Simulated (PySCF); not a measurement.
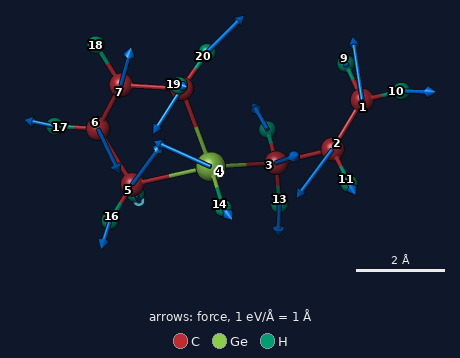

Starting geometry of C7H12Ge with the computed forces as blue arrows. The picture is a ball-and-stick view, seen at a tilt.

The start comes from GFN2-xTB. Its atoms were then displaced at random by about 0.01 Å.

Computed with PBE0-D3(BJ)/def2-SVP geometry optimisation, gas phase in PySCF 2.14.0, density-fitted response routines. 

### Is this structure relaxed? If not, where do the atoms go?

It isn't relaxed: the largest force vector, on a C atom, is 1.58 eV/Å. The final displacements have little in common with the starting forces (cosine between the two patterns 0.07). The atom that moves furthest after the best rigid fit is an H atom (0.38 Å). Largest moves by element: H 0.38 Å, C 0.31 Å, Ge 0.13 Å. Near-neighbour distances that change, for instance: C–Ge 2.032 → 1.973 Å, C–Ge 2.000 → 1.968 Å, C–H 1.075 → 1.102 Å, Ge–H 1.517 → 1.543 Å. Bond angles that change, for instance: C–Ge–C 114.4° → 111.2°, Ge–C–H 109.3° → 106.5°, C–Ge–H 111.6° → 114.4°. After 11 geometry steps the energy has fallen by 20.0 kJ/mol. The run took 3.4 min on 1 thread of Arm Neoverse V2, with other jobs on the host.
